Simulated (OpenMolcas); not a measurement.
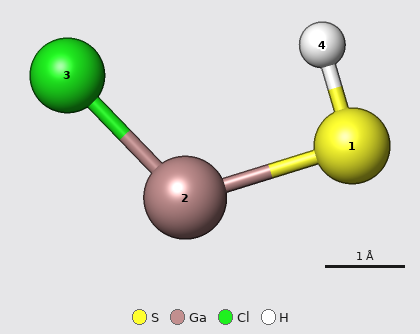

The structure as given in the input (ball-and-stick view, seen on its broad side; atoms are numbered from 1 in the order of the input). Sticks mark near contacts. Bond lengths as drawn: Cl–Ga 2.17 Å, Ga–S 2.23 Å and H–S 1.35 Å.

**GaHSCl: energy and gradient calculation (part 1 of 3)**

System: GaHSCl, multiplicity 2, SMILES [SH][Ga][Cl].
Method: HF/STO-3G, UHF (OpenMolcas 26.06).

The run did not end well. The geometry comes from this level: PBE0-D4/def2-TZVP.

The input:
```
* ClGaHS Hartree-Fock

&GATEWAY
  BasLib
  $CurrDir
  Coord
  mol.xyz
  Basis
  STO-3G
  Group
  NoSym

&SEWARD

&SCF
  UHF
  Spin
  2
  Thresholds
  1e-10 1e-07 1e-07 1e-05
  PrOrbitals
  0

&ALASKA
```

File mol.xyz:
```
4

S     -1.045400     0.685400    -0.952900
Ga     0.031200    -1.171000    -0.334800
Cl     1.459900    -0.975000     1.287000
H     -0.390100     1.400400    -0.019500
```

Run on 1 thread of AMD EPYC 7571, 16 GiB of memory available, shared host.

Run as:
```bash
export MOLCAS_MEM=1860
pymolcas run.input > run.log
```

What the program printed:
```
--- Start Module: gateway ---

                                              &GATEWAY

                       available to each process: 1.9 GB of memory, 1 thread

 Basis Set     1 Label: S.STO-3G
 Basis set is read from library:.
 basistype.tbl is not found

 Basis Set     2 Label: GA.STO-3G
 Basis set is read from library:.
 basistype.tbl is not found

 Basis Set     3 Label: CL.STO-3G
 Basis set is read from library:.
 basistype.tbl is not found

 Basis Set     4 Label: H.STO-3G
 Basis set is read from library:.
 basistype.tbl is not found

++    Symmetry information:
      ---------------------

                    Character Table for C1

                             E
                    a        1  x, y, xy, Rz, z, xz, Ry, yz, Rx, I
--

++    Basis set information:
      ----------------------

      Basis set label: S.STO-3G.........

      Electronic valence basis set:
      ------------------
      Associated Effective Charge  16.000000 au
      Associated Actual Charge     16.000000 au
      Nuclear Model: Point charge

      Shell  nPrim  nBasis  Cartesian Spherical Contaminant
         s       9       3        X
         p       6       2        X

      Basis set label: GA.STO-3G.........

      Electronic valence basis set:
      ------------------
      Associated Effective Charge  31.000000 au
      Associated Actual Charge     31.000000 au
      Nuclear Model: Point charge

      Shell  nPrim  nBasis  Cartesian Spherical Contaminant
         s      12       4        X
         p       9       3        X
         d       3       1                 X

      Basis set label: CL.STO-3G.........

      Electronic valence basis set:
      ------------------
      Associated Effective Charge  17.000000 au
      Associated Actual Charge     17.000000 au
      Nuclear Model: Point charge

      Shell  nPrim  nBasis  Cartesian Spherical Contaminant
         s       9       3        X
         p       6       2        X

      Basis set label: H.STO-3G.........

      Electronic valence basis set:
      ------------------
      Associated Effective Charge   1.000000 au
      Associated Actual Charge      1.000000 au
      Nuclear Model: Point charge

      Shell  nPrim  nBasis  Cartesian Spherical Contaminant
         s       3       1        X
--

++    Molecular structure info:
      -------------------------

                    ************************************************
                    **** Cartesian Coordinates / bohr, angstrom ****
                    ************************************************

     Center  Label                x              y              z                     x              y              z
        1      S1              -1.975520       1.295218      -1.800720             -1.045400       0.685400      -0.952900
        2      GA2              0.058959      -2.212869      -0.632680              0.031200      -1.171000      -0.334800
        3      CL3              2.758811      -1.842483       2.432078              1.459900      -0.975000       1.287000
        4      H4              -0.737182       2.646372      -0.036850             -0.390100       1.400400      -0.019500

                    ***************************************
                    *    InterNuclear Distances / bohr    *
                    ***************************************

               1 S1            2 GA2           3 CL3           4 H4
    1 S1       0.000000
    2 GA2      4.220201        0.000000
    3 CL3      7.083476        4.101113        0.000000
    4 H4       2.543686        4.959948        6.202209        0.000000

                    *******************************************
                    *    InterNuclear Distances / angstrom    *
                    *******************************************

               1 S1            2 GA2           3 CL3           4 H4
    1 S1       0.000000
    2 GA2      2.233234        0.000000
    3 CL3      3.748414        2.170215        0.000000
    4 H4       1.346060        2.624692        3.282068        0.000000
--

            Nuclear Potential Energy            299.71197887 au

--- Stop Module: gateway /rc=_RC_ALL_IS_WELL_ ---

--- Start Module: seward ---

                                              &SEWARD

                       available to each process: 1.9 GB of memory, 1 thread

               SEWARD will generate:
                  Multipole Moment integrals up to order  2
                  Kinetic Energy integrals
                  Nuclear Attraction integrals (point charge)
                  One-Electron Hamiltonian integrals
                  Velocity integrals
                  Orbital angular momentum around (  0.2676  -1.2630  -0.1181 )
                  Velocity quadrupole around (  0.2676  -1.2630  -0.1181 )
                  Two-Electron Repulsion integrals

                   Integrals are discarded if absolute value <: 1.00E-14
                   Integral cutoff threshold is set to       <: 1.00E-16

            Nuclear Potential Energy            299.71197887 au

      Basis set specifications :
      Symmetry species         a
      Basis functions           37

--- Stop Module: seward /rc=_RC_ALL_IS_WELL_ ---
--- Module seward spent 1 second ---

--- Start Module: scf ---

                                                &SCF

                       available to each process: 1.9 GB of memory, 1 thread

++    Input section:
      --------------

      Header of the integral files:

      Cartesian coordinates in angstrom:
      -----------------------------------------------------
      No.  Label        X            Y            Z
      -----------------------------------------------------
       1   S1        -1.04540000   0.68540000  -0.95290000
       2   GA2        0.03120000  -1.17100000  -0.33480000
       3   CL3        1.45990000  -0.97500000   1.28700000
       4   H4        -0.39010000   1.40040000  -0.01950000
      -----------------------------------------------------
      Nuclear repulsion energy =  299.71197887
--

++    Orbital specifications:
      -----------------------

      Symmetry species               1
                                     a
      Frozen orbitals                0
      Occupied orbitals alpha       33
      Occupied orbitals beta        32
      Secondary orbitals alpha       4
      Secondary orbitals beta        5
      Deleted orbitals               0
      Total number of orbitals      37
      Number of basis functions     37
--

      Molecular charge                           0.000

++    Optimization specifications:
      ----------------------------

      SCF Algorithm: Conventional USCF
      D(i)-D(i-1) density differences are used
      Number of density matrices in core                 5
      Maximum number of NDDO SCF iterations            400
      Maximum number of HF SCF iterations              400
      Threshold for SCF energy change             1.00E-10
      Threshold for density matrix                1.00E-07
      Threshold for Fock matrix                   1.00E-07
      Threshold for linear dependence             1.00E-09
      Threshold at which DIIS is turned on        1.50E-01
      Maximum depth in the DIIS procedure                5
      Maximum depth in the BFGS Hessian update          30
      Threshold at which QNR/C2DIIS is turned on  7.50E-02
      Threshold for Norm(delta) (QNR/C2DIIS)      1.00E-05
      All orbitals punched on: UHFORB
--

      Input vectors read from INPORB
      Orbital file label: *Guess orbitals

++ Convergence information
                               UHF SCF        iterations: Energy and convergence statistics

Iter     Tot. SCF        One-elec.       Two-elec.     Energy      Max Dij or  Max Fij      DNorm      TNorm      AccCon     Time
         Energy          Energy          Energy        Change      Delta Norm                                                in Sec.

 The total and one-electron energies are shifted by a value of      2000. a.u.

   1  -749.047815876 -2452.188494272  1403.428699530   0.00E+00    3.11E-01*   7.25E-01*    1.35E+01   2.90E+02   None         0.
   2  -749.238273052 -2450.956513478  1402.006261560  -1.90E-01*   2.00E-01*   3.40E-02*    1.88E+00   2.90E+02   EDIIS        0.
   3  -749.263197179 -2448.665890282  1399.690714238  -2.49E-02*   1.69E-01*   2.89E-02*    7.56E-01   2.90E+02   EDIIS        0.
   4  -749.271991363 -2446.947356853  1397.963386624  -8.79E-03*   1.62E-01*   3.09E-02*    3.98E-01   2.90E+02   EDIIS        0.
   5  -749.277747932 -2445.510181283  1396.520454485  -5.76E-03*   1.64E-01*   3.22E-02*    2.84E-01   2.89E+02   EDIIS        0.
   6  -749.284178163 -2444.134588623  1395.138431594  -6.43E-03*   1.83E-01*   3.66E-02*    2.76E-01   2.89E+02   EDIIS        0.
   7  -749.292870910 -2442.428153430  1393.423303654  -8.69E-03*   2.09E-01*   4.27E-02*    3.12E-01   2.89E+02   EDIIS        0.
   8  -749.304768699 -2440.231708853  1391.214961289  -1.19E-02*   2.32E-01*   4.94E-02*    3.58E-01   2.89E+02   EDIIS        0.
   9  -749.319934128 -2437.542481648  1388.510568655  -1.52E-02*   2.39E-01*   5.44E-02*    3.96E-01   2.88E+02   EDIIS        0.
  10  -749.336810665 -2434.626282413  1385.577492882  -1.69E-02*   2.17E-01*   5.49E-02*    4.12E-01   2.88E+02   EDIIS        0.
  11  -749.352568964 -2431.909836748  1382.845288918  -1.58E-02*   1.60E-01*   4.02E-02*    3.96E-01   2.88E+02   EDIIS        0.
  12  -749.364875226 -2429.728520801  1380.651666708  -1.23E-02*   1.32E-01*   3.64E-02*    3.51E-01   2.87E+02   EDIIS        0.
  13  -749.373144868 -2428.171029578  1379.085905844  -8.27E-03*   1.89E-02*   1.58E-01*    2.90E-01   2.87E+02   c2DIIS       0.
  14  -749.383476735 -2425.406824083  1376.311368482  -1.03E-02*   5.10E-02*   9.60E-03*    3.86E-01   2.87E+02   QNRc2DIIS    0.
  15  -749.384062840 -2425.258726174  1376.162684468  -5.86E-04*   1.96E-02*   3.01E-03*    9.47E-02   2.87E+02   QNRc2DIIS    0.
  16  -749.384152426 -2425.245424787  1376.149293495  -8.96E-05*   1.86E-02*   3.06E-03*    3.64E-02   2.87E+02   QNRc2DIIS    0.
  17  -749.384200295 -2425.270098513  1376.173919353  -4.79E-05*   1.92E-02*   3.08E-03*    3.18E-02   2.87E+02   QNRc2DIIS    0.
  18  -749.384228042 -2425.299292263  1376.203085356  -2.77E-05*   1.26E-02*   3.10E-03*    3.15E-02   2.87E+02   QNRc2DIIS    0.
  19  -749.384242948 -2425.319387934  1376.223166121  -1.49E-05*   1.65E-02*   3.11E-03*    1.98E-02   2.87E+02   QNRc2DIIS    0.
  20  -749.384247499 -2425.346870880  1376.250644515  -4.55E-06*   8.10E-03*   3.11E-03*    2.62E-02   2.87E+02   QNRc2DIIS    0.
  21  -749.384285793 -2425.350007261  1376.253742603  -3.83E-05*   1.27E-01*   3.11E-03*    1.17E-02   2.87E+02   QNRc2DIIS    0.
  22  -749.384604976 -2425.390871953  1376.294288111  -3.19E-04*   1.39E-01*   3.16E-03*    1.67E-01   2.87E+02   QNRc2DIIS    0.
  23  -749.384889945 -2425.396142480  1376.299273670  -2.85E-04*   4.00E-01*   5.30E-03*    1.74E-01   2.87E+02   QNRc2DIIS    0.
  24  -749.385125143 -2425.389176939  1376.292072930  -2.35E-04*   1.09E-01*   1.22E-02*    4.93E-01   2.87E+02   QNRc2DIIS    0.
  25  -749.385828901 -2425.343185955  1376.245378188  -7.04E-04*   6.11E-02*   1.07E-02*    1.35E-01   2.87E+02   QNRc2DIIS    0.
  26  -749.386828322 -2425.267477880  1376.168670692  -9.99E-04*   4.44E-02*   3.50E-03*    1.20E-01   2.87E+02   QNRc2DIIS    0.
  27  -749.387073601 -2425.180481594  1376.081429128  -2.45E-04*   2.50E-02*   3.50E-03*    8.46E-02   2.87E+02   QNRc2DIIS    0.
  28  -749.387154145 -2425.155341045  1376.056208034  -8.05E-05*   4.98E-02*   3.48E-03*    4.27E-02   2.87E+02   QNRc2DIIS    0.
  29  -749.387263122 -2425.134576709  1376.035334721  -1.09E-04*   2.43E-02*   3.39E-03*    7.94E-02   2.87E+02   QNRc2DIIS    0.
  30  -749.387313040 -2425.132192979  1376.032901074  -4.99E-05*   4.61E-02*   3.34E-03*    3.44E-02   2.87E+02   QNRc2DIIS    0.
  31  -749.387347903 -2425.133531297  1376.034204529  -3.49E-05*   1.55E-02*   3.22E-03*    6.57E-02   2.87E+02   QNRc2DIIS    0.
  32  -749.387405252 -2425.125951836  1376.026567718  -5.73E-05*   4.10E-01*   3.21E-03*    2.01E-02   2.87E+02   QNRc2DIIS    0.
  33  -749.388418944 -2425.029714279  1375.929316469  -1.01E-03*   3.57E-01*   5.05E-03*    5.23E-01   2.87E+02   QNRc2DIIS    0.
  34  -749.388987552 -2424.968630666  1375.867664248  -5.69E-04*   2.07E-01*   6.48E-03*    4.76E-01   2.87E+02   QNRc2DIIS    0.
  35  -749.389694962 -2424.987312352  1375.885638525  -7.07E-04*   8.82E-02*   2.10E-03*    3.02E-01   2.87E+02   QNRc2DIIS    0.
  36  -749.389594256 -2425.016116834  1375.914543713   1.01E-04*   3.28E-01*   2.98E-03*    1.22E-01   2.87E+02   QNRc2DIIS    0.
  37  -749.389828937 -2424.896654849  1375.794847046  -2.35E-04*   3.76E-02*   7.33E-04*    4.54E-01   2.87E+02   QNRc2DIIS    0.
  38  -749.389837829 -2424.889176119  1375.787359424  -8.89E-06*   4.17E-03*   2.48E-04*    5.37E-02   2.87E+02   QNRc2DIIS    0.
  39  -749.389838285 -2424.890330114  1375.788512963  -4.56E-07*   6.83E-03*   2.33E-04*    6.03E-03   2.87E+02   QNRc2DIIS    0.
  40  -749.389839655 -2424.890678677  1375.788860157  -1.37E-06*   8.52E-03*   2.38E-04*    1.06E-02   2.87E+02   QNRc2DIIS    0.
  41  -749.389841053 -2424.890908633  1375.789088714  -1.40E-06*   1.24E-02*   3.43E-04*    1.36E-02   2.87E+02   QNRc2DIIS    0.
  42  -749.389842475 -2424.891087957  1375.789266617  -1.42E-06*   1.06E-02*   5.14E-04*    1.99E-02   2.87E+02   QNRc2DIIS    0.
  43  -749.389843222 -2424.891300716  1375.789478629  -7.47E-07*   2.00E-02*   6.42E-04*    1.71E-02   2.87E+02   QNRc2DIIS    0.
  44  -749.389835990 -2424.891675033  1375.789860177   7.23E-06*   1.08E-01*   6.34E-04*    3.36E-02   2.87E+02   QNRc2DIIS    0.
  45  -749.389824539 -2424.893610568  1375.791807164   1.15E-05*   3.53E-03*   2.42E-04*    1.80E-01   2.87E+02   QNRc2DIIS    0.
  46  -749.389824731 -2424.893080137  1375.791276540  -1.93E-07*   1.98E-03*   2.41E-04*    5.28E-03   2.87E+02   QNRc2DIIS    0.
  47  -749.389824085 -2424.892790102  1375.790987151   6.46E-07*   2.22E-02*   2.52E-04*    3.45E-03   2.87E+02   QNRc2DIIS    0.
  48  -749.389827441 -2424.891541796  1375.789735490  -3.36E-06*   3.98E-02*   3.36E-04*    3.26E-02   2.87E+02   QNRc2DIIS    0.
  49  -749.389838202 -2424.889412348  1375.787595280  -1.08E-05*   2.28E-01*   4.07E-04*    5.32E-02   2.87E+02   QNRc2DIIS    0.
  50  -749.389889701 -2424.876893120  1375.775024554  -5.15E-05*   2.51E-01*   1.10E-03*    2.99E-01   2.87E+02   QNRc2DIIS    0.
  51  -749.389929678 -2424.866922016  1375.765013472  -4.00E-05*   2.61E-01*   1.32E-03*    3.23E-01   2.87E+02   QNRc2DIIS    0.
  52  -749.389995439 -2424.861558769  1375.759584464  -6.58E-05*   1.24E-01*   6.47E-04*    3.34E-01   2.87E+02   QNRc2DIIS    0.
  53  -749.390006764 -2424.863649807  1375.761664178  -1.13E-05*   2.82E-02*   3.96E-04*    1.59E-01   2.87E+02   QNRc2DIIS    0.
  54  -749.390008451 -2424.866581504  1375.764594188  -1.69E-06*   3.93E-03*   1.59E-04*    3.64E-02   2.87E+02   QNRc2DIIS    0.
  55  -749.390008805 -2424.868064835  1375.766077165  -3.53E-07*   1.17E-03*   4.73E-05*    6.42E-03   2.87E+02   QNRc2DIIS    0.
  56  -749.390008817 -2424.868170184  1375.766182501  -1.19E-08*   1.04E-03*   1.84E-05*    1.90E-03   2.87E+02   QNRc2DIIS    0.
  57  -749.390008822 -2424.868179891  1375.766192203  -5.54E-09*   3.83E-04*   1.83E-05*    1.35E-03   2.87E+02   QNRc2DIIS    0.
  58  -749.390008825 -2424.868140087  1375.766152397  -2.68E-09*   1.94E-04*   1.79E-05*    5.83E-04   2.87E+02   QNRc2DIIS    0.
  59  -749.390008827 -2424.868112402  1375.766124709  -1.91E-09*   6.01E-05*   1.75E-05*    2.91E-04   2.87E+02   QNRc2DIIS    0.
  60  -749.390008828 -2424.868104681  1375.766116987  -1.15E-09*   2.88E-05*   1.74E-05*    8.43E-05   2.87E+02   QNRc2DIIS    0.
  61  -749.390008829 -2424.868102391  1375.766114697  -6.04E-10*   2.46E-05*   1.73E-05*    4.00E-05   2.87E+02   QNRc2DIIS    0.
  62  -749.390008829 -2424.868090652  1375.766102958  -4.98E-10*   1.18E-04*   1.72E-05*    3.36E-05   2.87E+02   QNRc2DIIS    0.
  63  -749.390008831 -2424.868072356  1375.766084659  -1.88E-09*   3.72E-05*   1.69E-05*    1.59E-04   2.87E+02   QNRc2DIIS    0.
  64  -749.390008830 -2424.868081774  1375.766094079   6.99E-10*   5.08E-05*   1.70E-05*    5.26E-05   2.87E+02   QNRc2DIIS    0.
  65  -749.390008831 -2424.868077575  1375.766089878  -5.87E-10*   2.67E-05*   1.69E-05*    6.87E-05   2.87E+02   QNRc2DIIS    0.
  66  -749.390008831 -2424.868074548  1375.766086851  -5.37E-10*   3.12E-05*   1.68E-05*    3.68E-05   2.87E+02   QNRc2DIIS    0.
  67  -749.390008832 -2424.868065679  1375.766077981  -4.83E-10*   2.98E-05*   1.68E-05*    4.25E-05   2.87E+02   QNRc2DIIS    0.
  68  -749.390008832 -2424.868066408  1375.766078710  -4.97E-10*   1.72E-05*   1.67E-05*    4.04E-05   2.87E+02   QNRc2DIIS    0.
  69  -749.390008833 -2424.868065008  1375.766077310  -2.65E-10*   6.37E-05*   1.66E-05*    2.44E-05   2.87E+02   QNRc2DIIS    0.
  70  -749.390008833 -2424.868059035  1375.766071336  -4.33E-10*   4.31E-05*   1.66E-05*    9.08E-05   2.87E+02   QNRc2DIIS    0.
  71  -749.390008833 -2424.868054620  1375.766066921  -4.38E-10*   4.70E-05*   1.65E-05*    6.36E-05   2.87E+02   QNRc2DIIS    0.
  72  -749.390008834 -2424.868049937  1375.766062237  -3.87E-10*   4.46E-05*   1.64E-05*    6.96E-05   2.87E+02   QNRc2DIIS    0.
  73  -749.390008834 -2424.868045576  1375.766057876  -3.62E-10*   6.52E-05*   1.63E-05*    6.50E-05   2.87E+02   QNRc2DIIS    0.
  74  -749.390008835 -2424.868041610  1375.766053910  -3.19E-10*   9.11E-05*   1.63E-05*    9.45E-05   2.87E+02   QNRc2DIIS    0.
  75  -749.390008835 -2424.868035129  1375.766047429  -3.26E-10*   7.46E-04*   1.62E-05*    1.42E-04   2.87E+02   QNRc2DIIS    0.
  76  -749.390008832 -2424.868104705  1375.766117007   3.25E-09*   2.75E-03*   1.68E-05*    1.13E-03   2.87E+02   QNRc2DIIS    0.
  77  -749.390008858 -2424.867830713  1375.765842990  -2.59E-08*   1.61E-03*   1.21E-05*    3.78E-03   2.87E+02   QNRc2DIIS    0.
  78  -749.390008871 -2424.867809145  1375.765821409  -1.31E-08*   1.57E-03*   1.56E-05*    2.27E-03   2.87E+02   QNRc2DIIS    0.
```
